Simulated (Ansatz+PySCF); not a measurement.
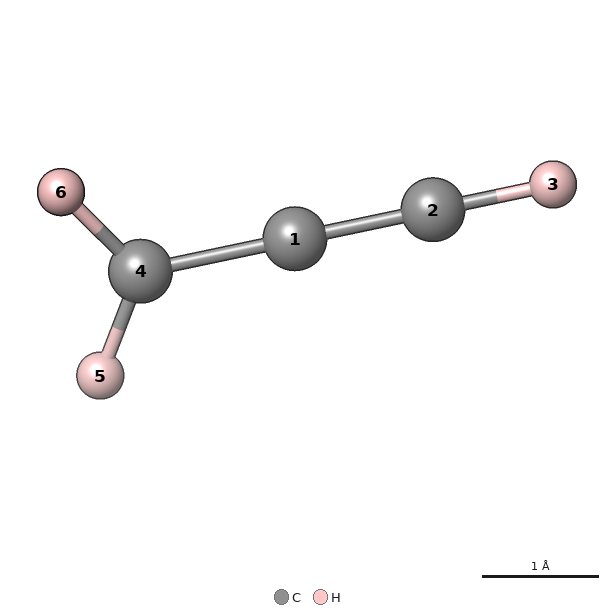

The picture comes from a calculation with Ansatz+PySCF.

Orthographic view. Atoms fade into the background with distance from the viewer. Charge 0, doublet. Geometry: a fixed input geometry, not necessarily a minimum.

Give the distance matrix in Å.

```tsv
atom	C1	C2	H3	C4	H5	H6
C1	0.00					
C2	1.22	0.00				
H3	2.28	1.06	0.00			
C4	1.37	2.59	3.65	0.00		
H5	2.09	3.24	4.27	1.03	0.00	
H6	2.09	3.24	4.27	1.03	1.77	0.00
```
